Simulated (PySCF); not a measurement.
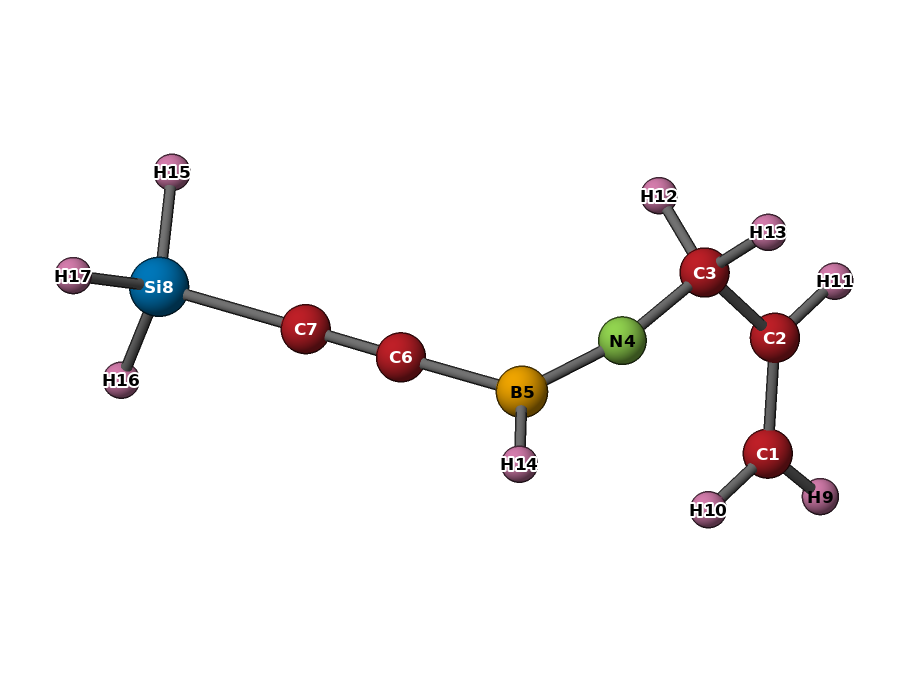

The questions are on Mulliken spin populations. State: neutral, doublet. The geometry was computed by an optimisation with GFN2-xTB. No frequency run is at hand to confirm it as a minimum. Method: UKS B3LYP, pcH-1 on B C H N Si, non-relativistic (PySCF 2.14.0).

Give the Mulliken spin populations atom by atom.

```
atom  value (e)
  C1       0.01
  C2       0.00
  C3      −0.07
  N4       0.87
  B5      −0.11
  C6       0.08
  C7      −0.02
 Si8       0.00
  H9       0.00
 H10       0.00
 H11       0.00
 H12       0.09
 H13       0.04
 H14       0.10
 H15       0.00
 H16       0.00
 H17       0.00
```

Mulliken values depend strongly on the basis set. The geometry is semi-empirical. Around B, Si such bond lengths and angles can be off by a tenth of an ångström or more and by several degrees, and values that hang on the shape move with them.
